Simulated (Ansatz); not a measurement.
## Mo2N, pressure series

Take Mo2N in the anti-anatase structure (space group I4_1/amd, No. 141; a = 4.2551 Å, c = 7.9255 Å) as the base.

Cell and atoms are relaxed at each pressure.

Calculations: Ansatz (a first-principles code) r2SCAN, no spin-orbit coupling, earlier PAW set.

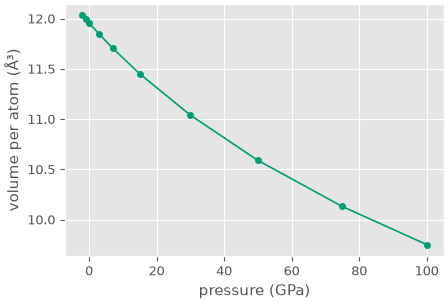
Figure. Volume per atom against pressure

Problem. From the plot, what is the volume per atom for pressure 3 GPa?

Solution. About 11.8 Å³.

Problem. Is the trend monotonic over the range shown?

Solution. Yes, it falls throughout, spanning 9.75 Å³ to 12.04 Å³.

Load acts through the strain it causes; cell and atoms are relaxed under it. No phonon test of stability was made. No other phases were tried under pressure. All final runs are without spin polarisation.
